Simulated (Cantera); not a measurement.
Charge: 1 mol SiC, 0.079 mol Si, 0.55 mol N2, at 0.100 bar.

Cantera equilibrium calculation (NASA polynomials, part measured and part estimated; ideal gas, pure solids and liquids). Candidate condensed phases: C, Si, SiC, Si3N4; 20 gas species. Mutual solubility and eutectic melting of coexisting phases are not modelled. The tables' values for SiN are old estimates; treat these amounts as uncertain. The numbers say what is thermodynamically allowed, not how fast it happens.

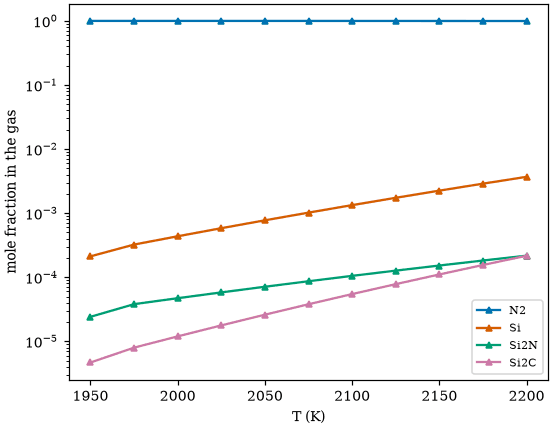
*Equilibrium gas composition (values under 1e-9 drawn at 1e-9)*

### Question
Read off the mole fractions at 2000 K.

### Answer
N2 about 1.00, Si about 0.00044, Si2N about 4.7e-5, Si2C about 1.2e-5.
